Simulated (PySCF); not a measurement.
**ReCl3: triplet, from a PBE minimum start**

The task is one start of a wider search on ReCl3: the triplet, from a PBE minimum start. It is relaxed, tested by its Hessian and followed downhill if it is a saddle.

Method: B3LYP, basis Re def2-SVP with ECP60, Cl def2-SVP, scalar-relativistic core potentials, no spin–orbit coupling, density fitting; program: PySCF 2.14.0.

## 1. Where the work starts

4 atoms, charge 0, spin multiplicity 3.

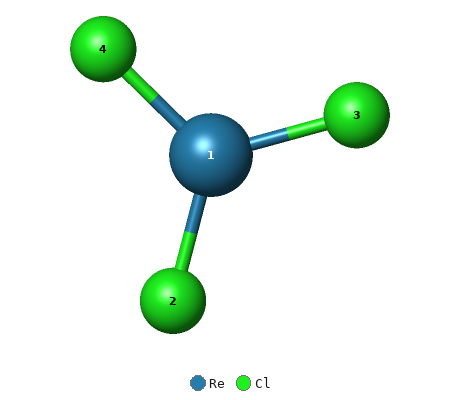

As it starts; rhenium blue, chlorine green; atoms are numbered from 1 in the order of the file.

Z-matrix (Å, degrees; charge 0 multiplicity 3):
```
Re
Cl 1 2.2142
Cl 1 2.2142 2 120.00
Cl 1 2.2142 2 120.00 3 180.00
```

## 2. Finding the electronic state

One driver script runs all steps and calls PySCF; scf.py shows how it sets up the SCF of each step. The optimiser is the driver's own. After this first run the driver tries any further starts and a stability analysis.

scf.py reads:

```python
from pyscf import gto, scf, dft
mol = gto.M(atom='''
Re    -0.000000     0.000000     0.000000
Cl    -0.000030     0.000000     2.214180
Cl     1.917550    -0.000000    -1.107060
Cl    -1.917520     0.000000    -1.107110''',
    basis={'Re': 'def2-SVP', 'Cl': 'def2-SVP'},
    ecp={'Re': 'def2-SVP'},
    charge=0, spin=2)
mf = dft.UKS(mol, xc='B3LYP')
mf.grids.atom_grid = (50, 194)
aux = {'Re': 'def2-universal-JKFIT', 'Cl': 'def2-universal-JKFIT'}
mf = mf.density_fit(auxbasis=aux)
mf.conv_tol = 1e-08
mf.diis_space = 10
mf.max_cycle = 60
mf.init_guess = 'minao'
mf.verbose = 4
mf.kernel()
```

On the command line:

```
> OMP_NUM_THREADS=4 python axn.py task.json out
```

The runs that follow: Relaxing the triplet from the PBE minimum start; Is it a minimum? Harmonic modes.

What does the calculation give? Wanted: minimum; geometry; wavenumbers; dipole moment; highest occupied, lowest empty level; polar-tensor charge of Re1; zero-point energy; atomisation energy; ⟨S²⟩.

The runs gave:

| quantity | value |
| --- | --- |
| minimum | triplet, D3h |
| geometry | Re–Cl 2.222 Å (×3); Cl–Re–Cl 120.0° (×3) |
| wavenumbers (cm⁻¹) | 59 (a2''), 105 (e'), 404 (a1'), 429 (e') |
| dipole moment | 0.00 D |
| highest occupied, lowest empty level (either spin) | -5.83, -3.88 eV |
| polar-tensor charge of Re1 | +1.05 e |
| zero-point energy | 9.2 kJ/mol |
| entropy at 298.15 K | 352.7 J/(mol K) |
| atomisation energy (no zero-point energy) | 981 kJ/mol |
| ⟨S²⟩ | 2.011 |

**Reading.** The PBE minimum start keeps its D3h symmetry and ends in a minimum. The strongest infrared band lies at 429 cm⁻¹ (e', stretch). Re1 has a polar-tensor charge of +1.1 e (a dipole derivative, not a static charge), yet symmetry cancels the bond dipoles. Most of the spin sits on Re1 (Mulliken spin 1.86, against 2 for the whole molecule). Only this shape and spin were tried, so other structures or states may lie lower. One determinant may miss the lowest occupation of an open d or f shell. Spin–orbit coupling, left out here, can matter for elements this heavy.
